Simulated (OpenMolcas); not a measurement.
## SiPH₄: single-point calculation (part 3 of 3)

Continued. System: SiPH₄, multiplicity 2. Method: CASPT2/ANO-S-VDZP (OpenMolcas 26.06). The geometry comes from this level: GFN2-xTB.

Geometry of the input (Å):
```
Si 0.3577  -1.0198  -0.1326
P  -0.3552  1.0714  0.1326
H  -0.3871  -1.6006  1.0369
H  -0.6421  -1.4081  -1.1859
H  0.4074  1.5654  -0.8998
H  0.6193  1.3917  1.0488
```

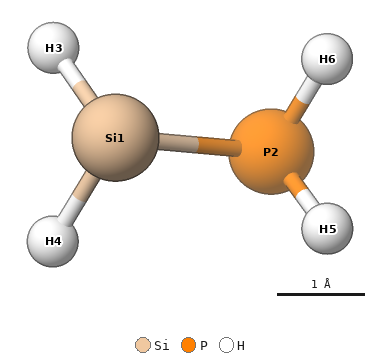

**Figure 1.** The structure (ball-and-stick view, seen on its broad side; atoms are numbered from 1 in the order of the input).

### What the program printed, continued
```
     1 SI1    1s         0.0049   -0.0450
     2 SI1    2s         0.0320   -0.2920
     3 SI1    3s         0.1700   -1.4228
     4 SI1    4s         0.1138   -0.4469
     5 SI1    2px        0.0116    0.0530
     6 SI1    3px        0.1806    0.7836
     7 SI1    4px        0.0787    0.5743
     8 SI1    2py        0.0492   -0.0100
     9 SI1    3py        0.9111   -0.1061
    10 SI1    4py        0.5922   -0.2315
    11 SI1    2pz        0.0086    0.0430
    12 SI1    3pz        0.1532    0.8001
    13 SI1    4pz        0.1004    0.5268
    14 SI1    3d2-      -0.0349    0.0447
    15 SI1    3d1-      -0.0085    0.0076
    16 SI1    3d0       -0.0019    0.0169
    17 SI1    3d1+      -0.0009    0.0612
    18 SI1    3d2+       0.0258    0.0096
    19 P2     1s        -0.0444    0.0042
    20 P2     2s        -0.2740    0.0264
    21 P2     3s        -1.3180    0.1384
    22 P2     4s        -0.4485    0.0846
    23 P2     2px       -0.0387   -0.0162
    24 P2     3px       -0.6118   -0.2579
    25 P2     4px       -0.4163   -0.0736
    26 P2     2py        0.0126   -0.0312
    27 P2     3py        0.2247   -0.4875
    28 P2     4py        0.2549   -0.4989
    29 P2     2pz       -0.0087   -0.0219
    30 P2     3pz       -0.1743   -0.3973
    31 P2     4pz       -0.0820   -0.2490
    32 P2     3d2-       0.0345   -0.0678
    33 P2     3d1-       0.0012   -0.0073
    34 P2     3d0        0.0228   -0.0293
    35 P2     3d1+       0.0310   -0.0043
    36 P2     3d2+       0.0029   -0.0149
    37 H3     1s         0.2499   -0.0028
    38 H3     2s         0.1541    0.0857
    39 H3     2px        0.0034   -0.0071
    40 H3     2py        0.0014    0.0048
    41 H3     2pz       -0.0084   -0.0035
    42 H4     1s         0.2879    1.1024
    43 H4     2s         0.1879    0.6380
    44 H4     2px        0.0046    0.0065
    45 H4     2py        0.0055    0.0179
    46 H4     2pz        0.0079    0.0182
    47 H5     1s         0.2099    0.1012
    48 H5     2s         0.1824    0.0770
    49 H5     2px       -0.0043   -0.0057
    50 H5     2py       -0.0064    0.0056
    51 H5     2pz        0.0085    0.0106
    52 H6     1s         0.5978    0.3420
    53 H6     2s         0.3645    0.2610
    54 H6     2px       -0.0058   -0.0047
    55 H6     2py       -0.0070   -0.0113
    56 H6     2pz       -0.0127   -0.0109
--

      Von Neumann Entropy (Root   1) =  0.75075

      Mulliken population analysis for root number:  1
      -----------------------------------------------

++    Molecular charges:
      ------------------

      Mulliken charges per centre and basis function type
      ---------------------------------------------------

                SI1     P2      H3      H4      H5      H6
      1s       2.0000  2.0000  1.0530  1.0532  0.9246  0.9512
      2s       2.0001  2.0011 -0.0020 -0.0019  0.0022 -0.0015
      2px      1.9998  1.9999  0.0072  0.0102  0.0146  0.0162
      2pz      1.9996  2.0002  0.0096  0.0076  0.0117  0.0105
      2py      1.9998  2.0000  0.0030  0.0020  0.0110  0.0070
      3s       1.2387  1.5744  0.0000  0.0000  0.0000  0.0000
      3px      0.7843  1.3039  0.0000  0.0000  0.0000  0.0000
      3pz      0.7958  0.9198  0.0000  0.0000  0.0000  0.0000
      3py      0.7092  1.0356  0.0000  0.0000  0.0000  0.0000
      4s      -0.0096 -0.0150  0.0000  0.0000  0.0000  0.0000
      3d2+     0.0476  0.0337  0.0000  0.0000  0.0000  0.0000
      3d1+     0.0920  0.0934  0.0000  0.0000  0.0000  0.0000
      3d0      0.0391  0.0192  0.0000  0.0000  0.0000  0.0000
      3d1-     0.0485  0.0294  0.0000  0.0000  0.0000  0.0000
      3d2-     0.0582  0.0459  0.0000  0.0000  0.0000  0.0000
      4px      0.0002 -0.0070  0.0000  0.0000  0.0000  0.0000
      4pz      0.0126  0.0016  0.0000  0.0000  0.0000  0.0000
      4py      0.0443  0.0142  0.0000  0.0000  0.0000  0.0000
      Total   13.8603 15.0503  1.0708  1.0711  0.9641  0.9834

      N-E      0.1397 -0.0503 -0.0708 -0.0711  0.0359  0.0166

      Total electronic charge=   33.000000

      Total            charge=   -0.000000
--

      Expectation values of various properties for root number:  1
      -----------------------------------------------------------

++    Molecular properties:
      ---------------------

      Charge (e):
                      =   -0.0000
      Dipole Moment (debye):
      Origin of the operator (angstrom)=   -0.0159    0.0730    0.0063
                   X=  1.2812E+00               Y=  1.2504E-01               Z= -1.5797E-01           Total=  1.2969E+00
      Quadrupole Moment (debye*angstrom):
      Origin of the operator (angstrom)=   -0.0159    0.0730    0.0063
                  XX= -3.0491E+01              XY= -1.0028E-01              XZ=  9.9683E-02              YY= -3.0054E+01
                  YZ= -9.3215E-02              ZZ= -2.9212E+01
      In traceless form (debye*angstrom)
                  XX= -8.5842E-01              XY= -1.5042E-01              XZ=  1.4952E-01              YY= -2.0238E-01
                  YZ= -1.3982E-01              ZZ=  1.0608E+00
--

      Mulliken spin population analysis for root number:  1
      ---------------------------------------------------

++    Molecular charges:
      ------------------

      Mulliken spin population per centre and basis function type
      ---------------------------------------------------

                SI1     P2      H3      H4      H5      H6
      1s      -0.0000 -0.0000  0.0198  0.0191  0.0014  0.0009
      2s      -0.0000 -0.0000 -0.0014 -0.0013  0.0008  0.0007
      2px      0.0000  0.0000  0.0011  0.0009 -0.0005 -0.0002
      2pz      0.0000  0.0000 -0.0000  0.0002 -0.0000  0.0000
      2py      0.0000  0.0000  0.0002  0.0002 -0.0001  0.0001
      3s       0.2221  0.0015  0.0000  0.0000  0.0000  0.0000
      3px      0.5784  0.0348  0.0000  0.0000  0.0000  0.0000
      3pz      0.0107  0.0033  0.0000  0.0000  0.0000  0.0000
      3py      0.0259  0.0603  0.0000  0.0000  0.0000  0.0000
      4s      -0.0013  0.0023  0.0000  0.0000  0.0000  0.0000
      3d2+     0.0064  0.0007  0.0000  0.0000  0.0000  0.0000
      3d1+     0.0008 -0.0001  0.0000  0.0000  0.0000  0.0000
      3d0      0.0038 -0.0006  0.0000  0.0000  0.0000  0.0000
      3d1-     0.0002 -0.0001  0.0000  0.0000  0.0000  0.0000
      3d2-     0.0053 -0.0002  0.0000  0.0000  0.0000  0.0000
      4px      0.0089 -0.0074  0.0000  0.0000  0.0000  0.0000
      4pz      0.0002  0.0000  0.0000  0.0000  0.0000  0.0000
      4py      0.0003  0.0019  0.0000  0.0000  0.0000  0.0000
      Total    0.8617  0.0964  0.0197  0.0191  0.0015  0.0015

      Total electronic spin=    1.000000
--

      LoProp population analysis for root number:  1
      -----------------------------------------------

++    LoProp analysis:
      ----------------

++    Static properties:
      ------------------

      LoProp Charges per center

                   SI1      P2       H3       H4       H5       H6
      Nuclear     14.0000  15.0000   1.0000   1.0000   1.0000   1.0000
      Electronic -13.6737 -15.0052  -1.1283  -1.1283  -1.0241  -1.0405

      Total        0.3263  -0.0052  -0.1283  -0.1283  -0.0241  -0.0405
--

      Natural Bond Order analysis for root number:  1

++    Natural Bond Order analysis
      ---------------------------
      Based on LoProp computed density
      -------------------------------------------------------------------------------------
      Atom A       Atom B       Bond Order
      -------------------------------------------------------------------------------------
      NBO located      0.995 non-bonded electrons on atom SI1
      NBO located      0.999 non-bonded electrons on atom SI1
      NBO located      1.000 non-bonded electrons on atom SI1
      NBO located      1.000 non-bonded electrons on atom SI1
      NBO located      1.000 non-bonded electrons on atom SI1
      NBO located      0.993 non-bonded electrons on atom P2
      NBO located      1.000 non-bonded electrons on atom P2
      NBO located      0.998 non-bonded electrons on atom P2
      NBO located      0.999 non-bonded electrons on atom P2
      NBO located      1.000 non-bonded electrons on atom P2
      The remaining    8.342 electrons are to be considered as diffuse
--

--

      Average orbitals are written to the RASORB file
      Natural orbitals for root   1 are written to the RASORB.1 file
      Spin density orbitals for root   1 are written to the SPDORB.1 file

--- Stop Module: rasscf /rc=_RC_ALL_IS_WELL_ ---
--- Module rasscf spent 5 seconds ---

--- Start Module: caspt2 ---

                                              &CASPT2

                       available to each process: 1.9 GB of memory, 1 thread

++    Wave function specifications:
      -----------------------------

      Number of closed shell electrons          14
      Number of electrons in active shells       5
      Max number of holes in RAS1 space          0
      Max number of electrons in RAS3 space      0
      Number of inactive orbitals                7
      Number of active orbitals                  6
      Number of secondary orbitals              36
      Spin quantum number                      0.5
      State symmetry                             1
      Number of CSFs                           210
      Number of CASSCF root(s) available         1
      CASPT2 state passed to geometry opt.       1
      A file JOBMIX will be created
      This is a CASSCF or RASSCF reference function
--

++    Orbital specifications:
      -----------------------

      Symmetry species                           1
                                                 a
      Frozen orbitals                            7
      Inactive orbitals                          7
      Active orbitals                            6
      Secondary orbitals                        36
      Deleted orbitals                           0
      Number of basis functions                 56
--

++    CASPT2 specifications:
      ----------------------

      Type of calculation                        SS-CASPT2
      Fock operator                              state-specific
      IPEA shift                                 0.25
      Real shift                                 0.00
      Imaginary shift                            0.00
      Sigma^2 regularizer                        0.30
      The input orbitals will be transformed to quasi-canonical
--

--------------------------------------------------------------------------------
 Estimated memory requirements:
  POLY3 :                   264794
  RHS:                      310767
  SIGMA :                   361888
  PRPCTL:                        0
 Available workspace:    232484354

++ CASPT2 computation for group   1

********************************************************************************
 Multi-State initialization phase begins for group   1
--------------------------------------------------------------------------------
********************************************************************************
 Compute H0 matrices for state    1
--------------------------------------------------------------------------------
--------------------------------------------------------------------------------
 H0 matrices have been computed.

********************************************************************************
  CASPT2 EQUATION SOLUTION
--------------------------------------------------------------------------------

  Total nr of CASPT2 parameters:
   Before reduction:      148665
   After  reduction:      148377

 Variance of |WF0>:       0.4546159691

 The contributions to the second order correlation energy in atomic units.
-----------------------------------------------------------------------------------------------------------------------------
  IT.      VJTU        VJTI        ATVX        AIVX        VJAI        BVAT        BJAT        BJAI        TOTAL       RNORM
-----------------------------------------------------------------------------------------------------------------------------
   1    -0.002496   -0.002365   -0.007026   -0.027166   -0.011847   -0.019016   -0.034799   -0.076888   -0.181603    0.018703
   2    -0.002624   -0.002532   -0.007186   -0.027955   -0.012095   -0.019210   -0.035079   -0.077208   -0.183888    0.003930
   3    -0.002619   -0.002547   -0.007195   -0.027990   -0.012104   -0.019226   -0.035073   -0.077195   -0.183949    0.001034
   4    -0.002615   -0.002551   -0.007186   -0.027957   -0.012094   -0.019214   -0.035055   -0.077178   -0.183849    0.000228
   5    -0.002615   -0.002551   -0.007186   -0.027956   -0.012094   -0.019213   -0.035055   -0.077178   -0.183848    0.000058
   6    -0.002614   -0.002551   -0.007186   -0.027957   -0.012095   -0.019214   -0.035056   -0.077180   -0.183852    0.000013
   7    -0.002614   -0.002551   -0.007186   -0.027957   -0.012095   -0.019214   -0.035056   -0.077180   -0.183852    0.000003
-----------------------------------------------------------------------------------------------------------------------------

  FINAL CASPT2 RESULT:

      Reference energy:        -631.9926543844
      E2 (Non-variational):      -0.1838522115
      Shift correction:          -0.0000041664
      E2 (Variational):          -0.1838563779
      Total energy:            -632.1765107623
      Residual norm:              0.0000006961
      Reference weight:           0.91691

      Contributions to the CASPT2 correlation energy
      Active & Virtual Only:         -0.0263997831
      One Inactive Excited:          -0.0656272389
      Two Inactive Excited:          -0.0918251894

++ Denominators, etc.
--------------------------------------------------------------------------------------------------------------
 Report on small energy denominators, large coefficients, and large energy contributions.
CASE  SYMM ACTIVE-MIX  NON-ACTIVE INDICES          DENOMINATOR     RHS VALUE       COEFFICIENT     CONTRIBUTION
VJTU     1  Mu1.0001  In1.014                       0.29404652      0.00076495     -0.00214182     -0.00000164
ATVX     1  Mu1.0001  Se1.021                       0.26446089      0.00013286     -0.00033576     -0.00000004
ATVX     1  Mu1.0001  Se1.022                       0.29824823     -0.00023422      0.00084910     -0.00000020
--

   (Skipping property calculation,
    use PROP keyword to activate)
--

  Total CASPT2 energies:
::    CASPT2 Root  1     Total energy:   -632.17651076

  A NEW JOBIPH FILE NAMED 'JOBMIX' IS PREPARED.
********************************************************************************
--- Stop Module: caspt2 /rc=_RC_ALL_IS_WELL_ ---

.##################.
.# Happy landing! #.
.##################.

    Timing: Wall=7.92 User=7.23 System=0.67
```

### Summary

- outcome: converged
- total energy: −632.176511 hartree
- CASSCF energy: −631.992654 hartree
- basis functions: 56
- wall time: 8.1 s
- peak memory: 0.39 GiB
